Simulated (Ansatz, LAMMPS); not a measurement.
## Liquid (Li,Na)Cl at 1200 K (62 atoms): a reference run and its variants

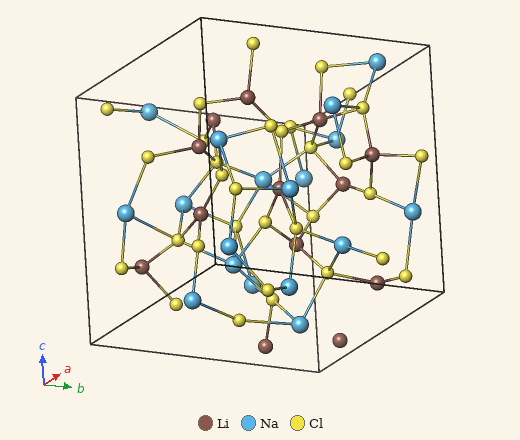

The cell (lithium brown, sodium blue, chlorine yellow). Bonds to atoms that aren't drawn are left out. Some periodic images of atoms are drawn too.

Density of this cell: 1.35 g/cm³. The cell holds 62 atoms: 13 Li, 18 Na and 31 Cl. Its edges and angles: a = 12.548 Å, b = 12.548 Å, c = 12.548 Å, α = 90.0°, β = 90.0°, γ = 90.0°. 62 atoms (13 Li, 18 Na, 31 Cl) placed at random at 1.54 g/cm³, melted at 1600 K for 10 ps at fixed volume with the Lennard-Jones and Coulomb ion parameters for SPC/E (Joung and Cheatham, J. Phys. Chem. B 112, 9020 (2008)), full charges. Snapshot at the end of a hold of 15 ps at 1200 K and zero pressure.

Geometry: as built.

Reference run: Kohn-Sham DFT, PBE, PAW (set soft_2), plane waves (Ansatz 0.2.0), cutoff 750 eV, Γ point, fermi-dirac smearing of 0.025 eV.

- r.m.s. force component: 0.2623 eV/Å
- gap (highest filled to lowest empty level): 3.34 eV
- SCF cycles: 7
- time: 14 s on 4 threads of Intel Xeon Platinum 8559C (Emerald Rapids), shared host

Q: Estimate how much each variant changes the results, and its time and memory.
- support functions medium
- support functions low
- support functions high
- support functions medium, radius 4.54 Å
- support functions medium, radius 4.91 Å
- support functions medium, radius 5.24 Å
- support functions medium, radius 5.62 Å
- support functions medium, radius 6.32 Å

Each row is set against the run with plane waves at 750 eV (Kohn-Sham DFT, PBE, PAW (set soft_2), plane waves; r.m.s. force component 0.262 eV/Å). Energies are set beside the reference only for runs with its functional, potentials and electron count. Times are for 4 threads of Intel Xeon Platinum 8559C (Emerald Rapids), shared host.

```csv
run,"Δ force, r.m.s. (meV/Å)",share of r.m.s. force (%),Δ energy (meV/atom),Δ gap (eV),cycles,time,host memory (GiB)
reference,-,-,-,-,7,14 s,4.0
support functions medium,0.763,0.291,-0.110,-4.0e-4,14,54 s,3.0
support functions low,0.774,0.295,-0.110,-9.0e-4,12,50 s,3.0
support functions high,0.023,0.0086,0.0085,-1.0e-4,18,4.1 min,6.5
"support functions medium, radius 4.54 Å",0.763,0.291,-0.110,-4.0e-4,14,62 s,2.8
"support functions medium, radius 4.91 Å",0.764,0.291,-0.110,-3.0e-4,14,73 s,3.2
"support functions medium, radius 5.24 Å",0.763,0.291,-0.110,-2.0e-4,14,87 s,3.6
"support functions medium, radius 5.62 Å",0.765,0.291,-0.110,-2.0e-4,14,1.8 min,4.0
"support functions medium, radius 6.32 Å",0.766,0.292,-0.110,-2.0e-4,14,2.8 min,5.2
```

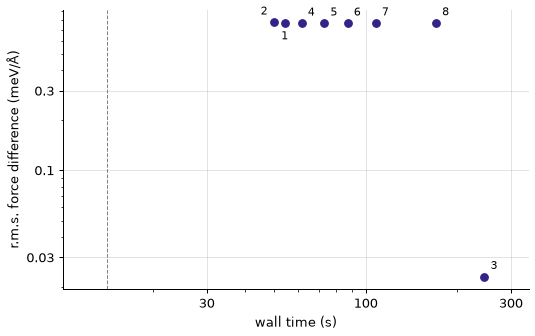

Force difference from the reference against wall time; the dashed line marks the reference's time. Points: 1 support functions medium; 2 support functions low; 3 support functions high; 4 support functions medium, radius 4.54 Å; 5 support functions medium, radius 4.91 Å; 6 support functions medium, radius 5.24 Å; 7 support functions medium, radius 5.62 Å; 8 support functions medium, radius 6.32 Å.

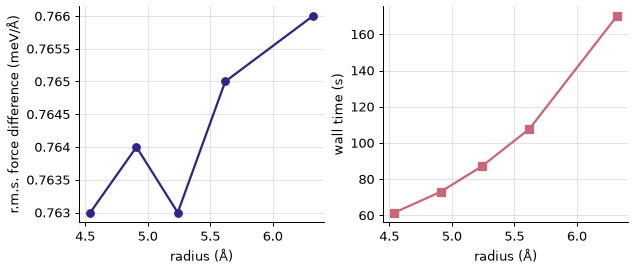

Force difference and time against the radius.

Among numerical settings the force difference runs from 0.023 meV/Å (support functions high) to 0.77 meV/Å (support functions low). At 62 atoms the fastest of the runs at a preset level, support functions low, takes 3.5 times the time of plane waves, in 12 SCF cycles against 7. Differences between support functions and plane waves include what basis error the plane-wave run still has. As the radius goes from 4.54 to 6.32 Å, the force difference goes from 0.76 to 0.77 meV/Å, and the time from 62 s to 2.8 min. 

[Logs are printed without paths, hosts, clocks, repeated set-up lines and the standing remarks that a program may print on its own settings, such as how far it seeks lower states.]

[Hosts, paths, dates, database ids (printed as entryN), source tags and the programs' standing remarks are cut or masked in the printed files.]
